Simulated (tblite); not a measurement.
**Run report: C₄H₃FN, frequency calculation**

System: C₄H₃FN, multiplicity 2.
Method: GFN2-xTB harmonic vibrations, gas phase (tblite 0.8.0).

It belongs to a series of runs on one base structure; here: H removed from sp2 C.

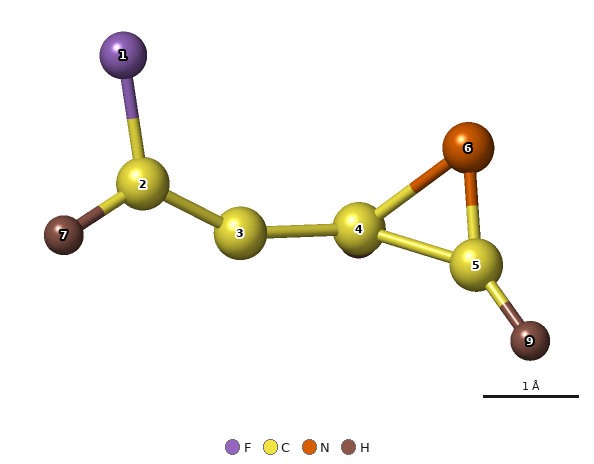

The structure as given in the input (ball-and-stick view, seen at a tilt; atoms are numbered from 1 in the order of the input). Bond lengths as drawn: C–C 1.29 to 1.48 Å, C–F 1.37 Å, C–H 1.06 to 1.09 Å and C–N 1.24 to 1.54 Å.

## Summary

- outcome: converged
- total energy: −477.2087 eV
- zero-point energy: 34.5610 kcal/mol
- hardware: 1 CPU thread, shared host
- peak memory: 0.18 GiB

## Input file
```
{"job": {"kind": "ir", "xc": "GFN2-xTB", "basis": "xTB"}, "charge": 0, "multiplicity": 2}
F      2.630460     0.214402    -0.117576
C      1.614813    -0.461720    -0.745055
C      0.406455    -0.529504    -0.299087
C     -0.628096    -0.213240     0.593404
C     -1.691883     0.739287     0.216132
N     -0.887922     1.250579     1.013446
H      1.989007    -0.938650    -1.641517
H     -0.866749    -0.962827     1.342403
H     -2.552522     0.907666    -0.387330
```

The first line tells a small driver script what to run in tblite; the rest is the geometry in Å.

Launch command:
```bash
OMP_NUM_THREADS=1 python <driver script> task.json out
```

## The program's output
```
mode    cm-1     km/mol
  1      66.1      1.18
  2      98.1      4.70
  3     220.9      3.45
  4     341.7     16.90
  5     487.7      3.37
  6     578.5     21.45
  7     628.5     27.61
  8     739.1     13.33
  9     762.0      5.54
 10     871.0     87.62
 11     885.4     46.35
 12     955.9     15.05
 13    1011.8     67.63
 14    1152.7     51.46
 15    1233.6     19.17
 16    1276.5      8.92
 17    1794.6     90.84
 18    1840.8     22.55
 19    2996.7     19.11
 20    3030.1      8.55
 21    3204.3      4.02
```

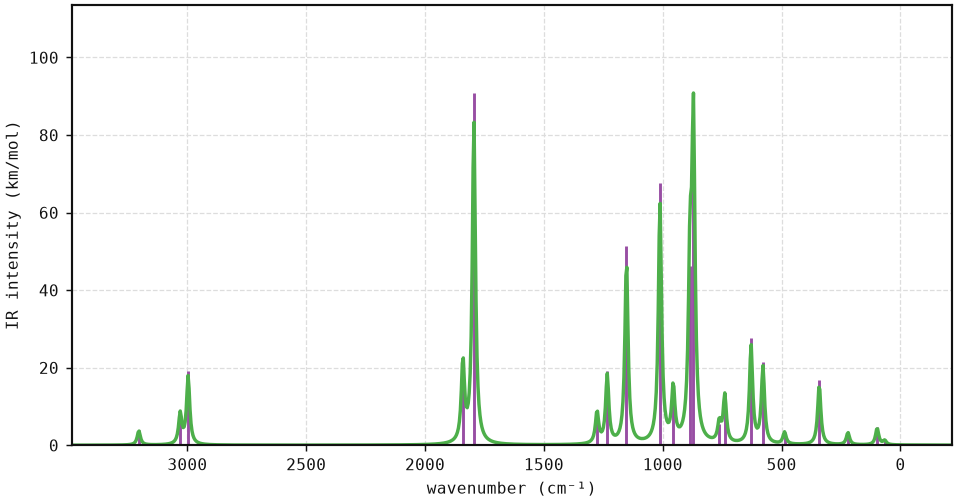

Harmonic infrared spectrum, unscaled: sticks (degenerate modes added up, dark ones marked on the axis) with a Lorentzian envelope of 16 cm⁻¹ full width, scaled to the tallest stick. 21 modes from 66 to 3204 cm⁻¹, none imaginary. The strongest line is at 1795 cm⁻¹ (91 km/mol).
